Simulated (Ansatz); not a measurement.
The calculation's input:

```
crystal:
  lattice:
    - [5.993058461, -3.5735663204, 0.0]
    - [5.993058461, 3.5735663204, 0.0]
    - [0.0, 0.0, 6.9443296771]
  atoms:
    - { symbol: Ge, position: [0.0027420749, 0.2986849816, 0.7821929856] }
    - { symbol: Ge, position: [0.7013150184, 0.9972579251, 0.7821929856] }
    - { symbol: Ge, position: [0.9972579251, 0.7013150184, 0.2821929856] }
    - { symbol: Ge, position: [0.2986849816, 0.0027420749, 0.2821929856] }
    - { symbol: Bi, position: [0.3607573844, 0.9128869833, 0.6742294543] }
    - { symbol: Bi, position: [0.0871130167, 0.6392426156, 0.6742294543] }
    - { symbol: Bi, position: [0.6392426156, 0.0871130167, 0.1742294543] }
    - { symbol: Bi, position: [0.9128869833, 0.3607573844, 0.1742294543] }
    - { symbol: S, position: [0.7046955139, 0.2953044861, 0.6502551201] }
    - { symbol: S, position: [0.2953044861, 0.7046955139, 0.1502551201] }
basis:
  ecutwfc: 420
kpoints:
  mp_grid: { grid: [6, 6, 6] }
hamiltonian:
  xc: pbe
scf:
  occupations: { method: gaussian, width: 0.1 }
output:
  forces: true
  stress: true
  eigenvalues: true
  write_density: true
  write_potential: true
  elf: true
  volumetric_format: npy
relax:
  adjacent_minimum: "off"
  f_tol: 0.01
  max_steps: 30
  cell: { stress_tol: 0.1, fix: [volume] }
```

Launched as:

```sh
ansatz run input.yaml --threads 1 --pin off --max-ram 2560MiB --backend cpu --events-out ev --progress --plain --runs-dir out
```

Below, planes, directions and counts refer to the conventional cell (a = 12.13 Å, b = 7.07 Å, c = 6.93 Å, α = 90.00°, β = 90.00°, γ = 90.00°).

The fields are those of the run's last geometry, not of the input's.

Space group Cmc2₁; a generated structure, not necessarily the stable one; changed on purpose from its base cell (volume × 0.94, shape and atoms relaxed).

All numbers below come from DFT PBE, scalar-relativistic, plane waves, PAW in Ansatz 0.2.0.

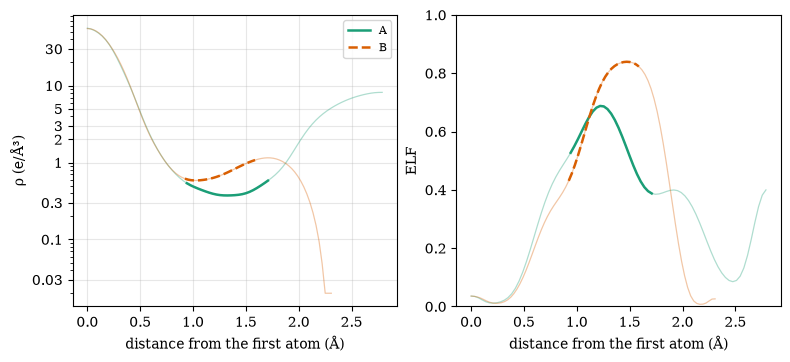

Ge2Bi2S. Valence electron density and electron localisation function along straight lines between neighbouring atoms. Thin, pale parts lie inside the atomic spheres.

In a PAW calculation such maps are meaningful between the atoms, not at the nuclei.

**Which curve belongs to which contact (Ge–Bi and Ge–S)? The first atom named is at distance zero.**

Curve A: Ge–Bi (2.79 Å): the density is about 0.38 e/Å³ at the midpoint; the ELF peaks at about 0.70 between the atoms. Curve B: Ge–S (2.31 Å): ρ is about 0.61 e/Å³ halfway; the ELF peaks at about 0.85 in the valence shell of S, 0.8 Å from its nucleus, and is about 0.70 at the midpoint.
